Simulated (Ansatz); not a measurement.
HfO2 (Fm-3m): refractive index against wavelength

The refractive index of HfO2 (Fm-3m) below the direct gap (3.72 eV on the mesh) is read from one computed spectrum, n = √(Re ε).

Cell: a, b, c = 3.617, 3.617, 3.617 Å (primitive vectors), 3 atoms.

Method: Ansatz 0.2.0, PBE, independent particles, k-mesh 10×10×10 with interpolation inside its cells, Gaussian parameter 0.1 eV.

Launch of the response step: `ansatz run input.yaml --threads 4 --pin off --max-ram 8192MiB --backend cpu --events-out ev --progress --plain --runs-dir out`. The run took 10 s, on 4 threads of Arm Neoverse V1, on a shared host.

```tsv
wavelength (nm)	photon energy E (eV)	n
1550	0.800	2.3533
1310	0.946	2.3573
1064	1.165	?
850	1.459	2.3767
700	1.771	2.3935
633	1.959	2.4056
532	2.331	2.4348
```

In the single-oscillator model n² − 1 = E₀E_d/(E₀² − E²), so 1/(n² − 1) = E₀/E_d − E²/(E₀E_d) is linear in E².

Working, on the rows shown:

| x = E² (eV²) | y = 1/(n² − 1) |
| --- | --- |
| 0.639837 | 0.22036 |
| 0.895757 | 0.219449 |
| 2.12762 | 0.215114 |
| 3.13716 | 0.211468 |
| 3.83641 | 0.208903 |
| 5.43137 | 0.202912 |

Means: x̄ = 2.678, ȳ = 0.21303. Σ(x − x̄)(y − ȳ) = -0.06089, Σ(x − x̄)² = 16.77. Slope = -0.06089 / 16.77 = -0.003631; intercept = ȳ − slope · x̄ = 0.22276. Turned back into n, the line misses the rows shown by at most 0.00062.

**Question.** Fill in the last column of the withheld row.

**Answer.** At x = 1.3578 the line gives y = 0.21783, that is 2.3645. The run gave 2.3644, so the interpolation is off by 8.2e-05, 0.1 % of the range in the table.

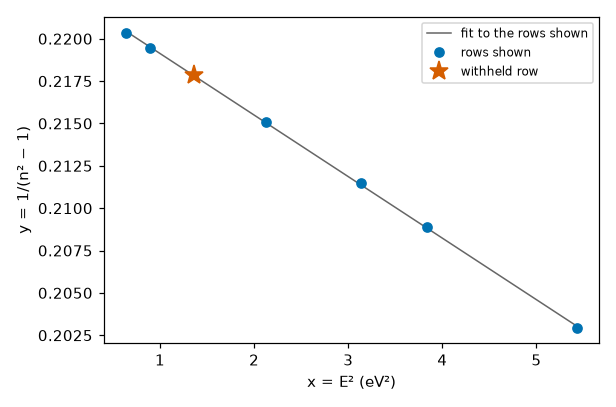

Refitted with all rows, the slope is -0.003632 and the intercept 0.22276. These give E₀ = √(intercept/−slope) = 7.83 eV and E_d = E₀/intercept = 35.2 eV; E₀ is 2.1 times the direct gap. The electronic limit at long wavelengths, without lattice vibrations, is n = √(1 + 1/intercept) = 2.343. Excitons are left out and so are local fields; PBE gaps are as a rule too small. Spin-orbit coupling is left out.

[Logs are printed without paths, hosts, clocks, repeated set-up lines and the standing remarks that a program may print on its own settings, such as how far it seeks lower states.]
